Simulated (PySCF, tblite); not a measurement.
**CH8O2Si3: geometry, infrared bands and NMR shifts**

Aim: predict the infrared bands and NMR shifts of CH8O2Si3 (`[SiH3]O[Si@@H]1C[SiH2]O1`).

Programs: tblite 0.8.0 and PySCF 2.14.0, with density-fitted response routines of our own. Each step states its level of theory. These are calculated values for one molecule in the gas phase, unless marked as measured. Atoms are numbered from 0 throughout.

**1. Starting geometry**

14 atoms, charge 0, multiplicity 1; geometry from: force field or distance geometry start.

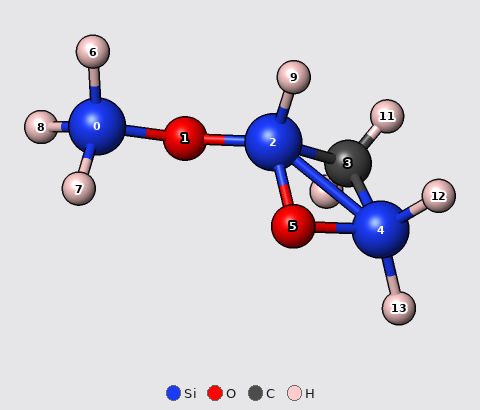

As it starts; silicon blue, oxygen red, carbon dark grey, hydrogen pink, atoms numbered.

**2. Optimising the geometry with GFN2-xTB**

What the job is given:

```
{"job": {"kind": "relax", "xc": "GFN2-xTB", "basis": "xTB"}, "charge": 0, "multiplicity": 1}
Si     2.879700     0.222800     0.411600
O      1.299700    -0.292300     0.454700
Si    -0.205200     0.301200     0.291400
C     -1.606100    -0.949900     0.389500
Si    -2.155600     0.027800    -1.103100
O     -0.595100     0.565600    -1.313100
H      3.074400     1.284000     1.431300
H      3.192100     0.774000    -0.926000
H      3.782200    -0.913800     0.709200
H     -0.436400     1.523300     1.106300
H     -1.315600    -1.989400     0.188600
H     -2.252400    -0.896700     1.277600
H     -3.076600     1.155300    -0.787700
H     -2.585900    -0.812300    -2.252000
```

On the command line:

```console
> OMP_NUM_THREADS=1 python probes_run.py task.json out
```

This one command runs all jobs of the session in turn.

**Question.** This job is followed by: GFN2-xTB harmonic vibrations, gas phase; GIAO PBE0/pcSseg-1 NMR shielding, non-relativistic, gas phase. Predict these results of the whole session: strongest single infrared mode (GFN2-xTB); zero-point energy (GFN2-xTB); 13C shifts against TMS (PBE0/pcSseg-1); 1H shifts against TMS (PBE0/pcSseg-1, means over atoms taken as alike); 29Si shifts against TMS (PBE0/pcSseg-1); 17O shifts against H2O (PBE0/pcSseg-1).

The runs gave:

| quantity | value |
| --- | --- |
| strongest single infrared mode (GFN2-xTB) | 1087 cm⁻¹, 634 km/mol |
| zero-point energy (GFN2-xTB) | 52.9 kcal/mol |
| 13C shifts against TMS (PBE0/pcSseg-1) | 14.0 ppm |
| 1H shifts against TMS (PBE0/pcSseg-1, means over atoms taken as alike) | 5.56, 5.47, 5.25, 5.20, 1.31, 1.23 ppm |
| 29Si shifts against TMS (PBE0/pcSseg-1) | -5.4, -16.1, -43.5 ppm |
| 17O shifts against H2O (PBE0/pcSseg-1) | 126.3, 65.1 ppm |

**Reading.** Relaxing lowered the energy by 0.382 eV in 103 steps; the close pair that moved most is Si2–Si4, from 2.413 to 2.541 Å. All 36 modes are real, so the xTB geometry is a minimum. The strongest single mode, at 1087 cm⁻¹, moves mainly O1. Unscaled tight-binding wavenumbers are off by several per cent, some by more. Its intensities can rank the bands wrongly. At PBE0/pcSseg-1: Shielding is most anisotropic at O5 (span 192 ppm, paramagnetic term -190 ppm).
